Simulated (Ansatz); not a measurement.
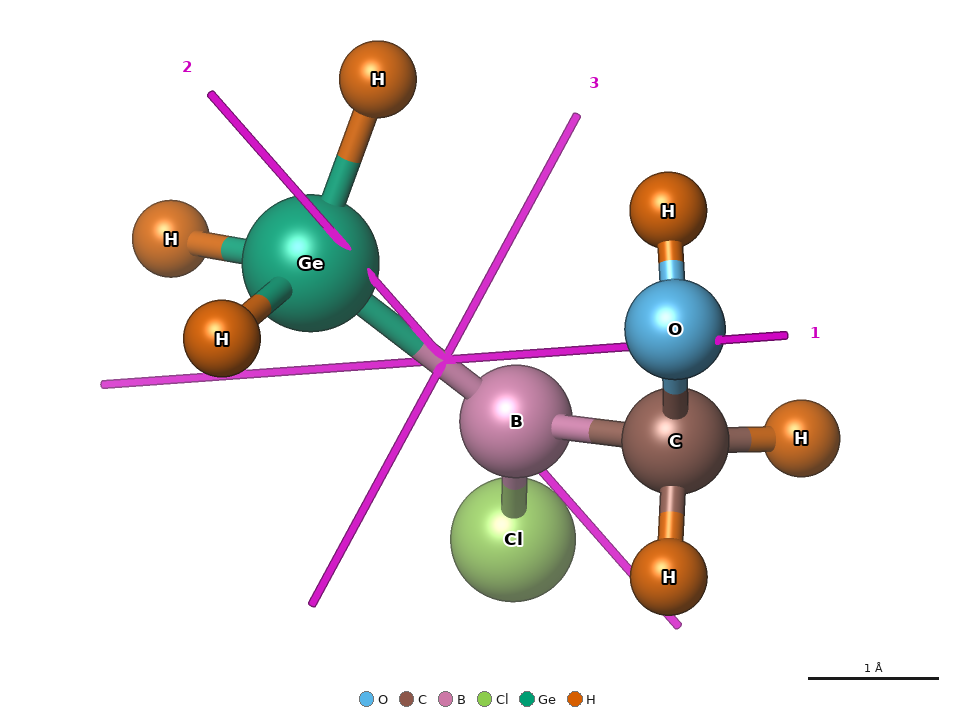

The three principal axes of inertia are drawn and numbered. Depth is shown by fading: the farther an atom, the more it takes the colour of the background. The geometry was computed by an optimisation with PBE-D4/def2-SVP. No frequency run is at hand to confirm it as a minimum. Masses are those of the most abundant isotopes; constants are for the rigid equilibrium geometry.

### Which line is the a axis (least moment of inertia), which b and which c?

a is line 2, b is line 1, c is line 3; the moments are 213, 306, 507 u Å².

### Classify the rotor and give the rotational constants (cm⁻¹).

An asymmetric top (C1): A = 0.0792, B = 0.0551, C = 0.0332 cm⁻¹. Ray's parameter κ is −0.05, midway between the limits.
